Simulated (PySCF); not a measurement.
# BClF2H4Si2 (SMILES F[Si](F)(Cl)B[SiH3]): what the fields show

Input

```
{"job": {"kind": "nmr", "xc": "PBE0", "basis": "pcSseg-2"}, "charge": 0, "multiplicity": 1}
Si    -1.713644    -0.169963    -0.214549
F     -1.992848    -0.901635     1.193348
F     -2.789513    -0.790109    -1.239396
B      0.182474    -0.152250    -0.784224
Si     1.702688     0.018186     0.523270
Cl    -2.114703     1.832387     0.010606
H      0.423050    -0.096514    -1.965743
H      1.299129    -0.156346     1.949816
H      2.752176    -0.994161     0.181243
H      2.292443     1.384301     0.346487
```

Command:

```sh
OMP_NUM_THREADS=1 python cluster_run.py task.json out
```

Geometry: PBE0-D3(BJ)/def2-SVP.

All numbers below come from PBE0/pcSseg-2, SCF density, gas phase, non-relativistic in PySCF.

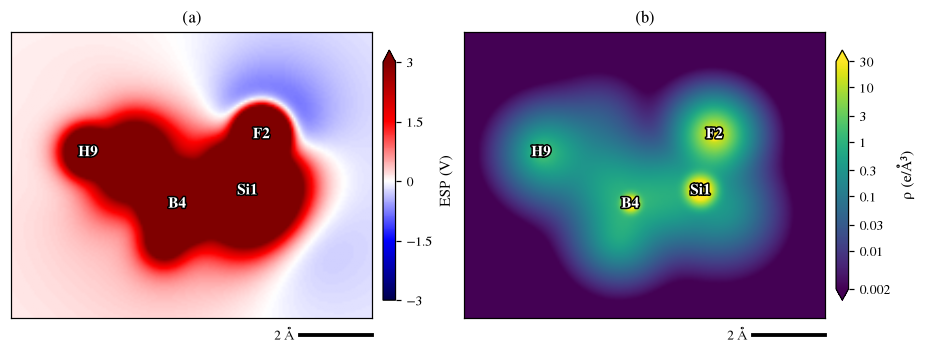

Figure 1. (a) molecular electrostatic potential; (b) total electron density on the plane of atoms F2, Si1 and B4.

### Describe what can be read from this map.

Atoms in the plane: Si, F, B and H. Si–F (1.61 Å): ρ is about 1.2 e/Å³ halfway. Si–B (1.98 Å): the density is about 0.87 e/Å³ at the midpoint. Outside the dense part of the molecule the potential is most negative (−0.8 V) near F2.

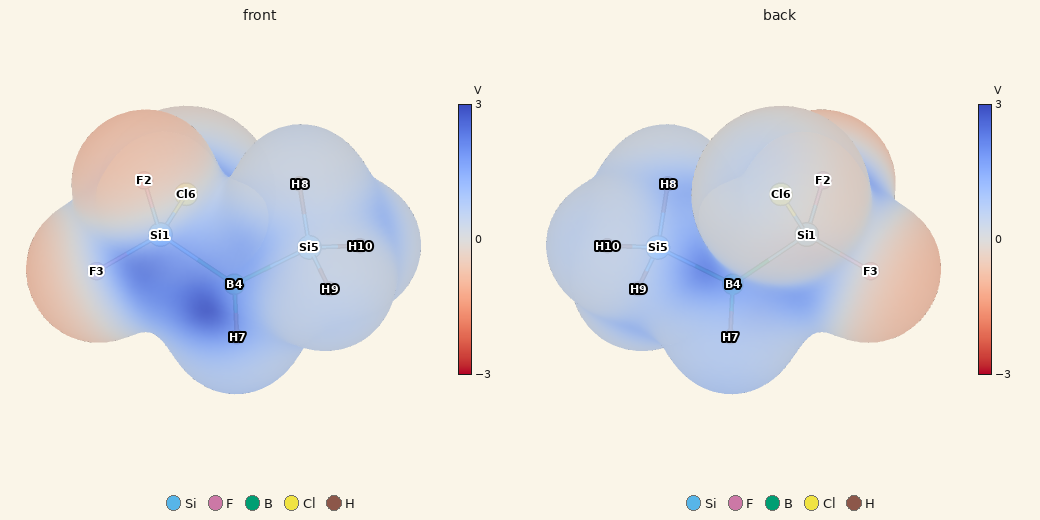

Figure 2. The molecular electrostatic potential painted on the density surface at 0.002 e/bohr³, seen from the front and from behind; the colour scale runs from red (negative) to blue (positive).

### Where is the surface potential most negative and most positive?

The most negative region (about −0.8 V, or −18 kcal/mol for a unit charge) lies over F2 and F3, the most positive (about +2.5 V, or +58 kcal/mol for a unit charge) over B4.

### What dipole moment does the calculation give?

Its dipole moment is 2.16 D.
